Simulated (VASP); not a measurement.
Band structure of Ga (space group Cmce). Level of theory: PBE GGA, VASP's PBE PAW potentials (set 64) (plane waves; VASP).

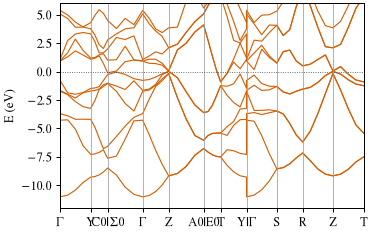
Fig. 1. Bands along high-symmetry lines, zero at the valence-band maximum or, without a gap, the Fermi level

Task: Read the plot: is there a gap, and where are the band edges?

Result: It has no gap at this level: it comes out as a metal or semimetal.

The structure is a typed Ga crystal. The cell was not relaxed at this level. The k-mesh is coarse (spacing up to 0.40 per Å, 2π included), so the numbers may not be converged in it.
